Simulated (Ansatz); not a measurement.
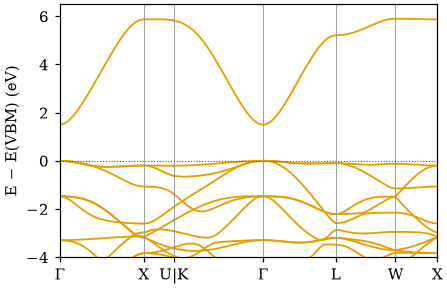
Band structure from the program Ansatz at the r²SCAN level (PAW)

### Question
Read off the gap and where the band edges lie.

### Answer
About 1.5 eV (1.50 eV by a search for the band edges); maximum at Γ, minimum at Γ.

### Question
Which compound is it?
A. BeTe, zinc blende
B. CdS, rock salt
C. HgF2, fluorite

### Answer
C, HgF2, fluorite

Space group Fm-3m (fluorite). The workflow started from a Materials Project entry (that database holds measured and hypothetical structures alike); the Crystallography Open Database files this formula in space group No. 225, but the cells were not matched. Whether it is the stable phase at ambient conditions was not checked. The r²SCAN relaxation kept the symmetry of its start; its stability against distortions is not shown here. Scalar-relativistic: spin–orbit coupling is off unless named, which matters more the heavier the elements.

Potentials: the later of the program's two PAW sets.
